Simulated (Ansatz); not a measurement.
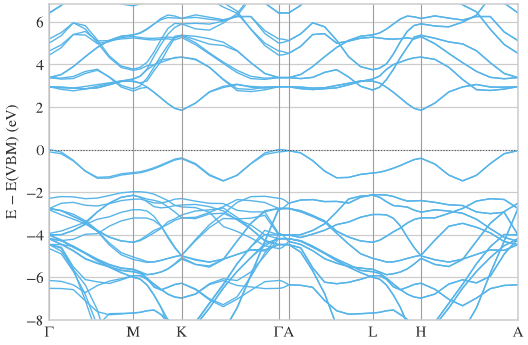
Figure. Band structure from DFT-r²SCAN+D4 in the program Ansatz with PAW potentials

Q: Read off the gap and where the band edges lie.

A: About 1.8 eV (1.84 eV by a search for the band edges); maximum at Γ, minimum on the H–K line, 6 % of the way from H.

The material is Si$_{2}$MoN$_{4}$ in space group P6_3/mmc (No. 194; Mo on 2c, N on 4f, Si on 4f, N on 4e).

The start of the workflow was typed in or built on a structure type; neither database checked (COD, Materials Project) lists it. Whether it is the stable phase at ambient conditions was not checked. The cell was relaxed with r²SCAN+D4 under the symmetry of its start; its stability against distortions is not shown here. The workflow began spin-polarised and lost its moments. Scalar-relativistic: spin–orbit coupling is off unless named, which matters more the heavier the elements.

Potentials: the later of the program's two PAW sets.
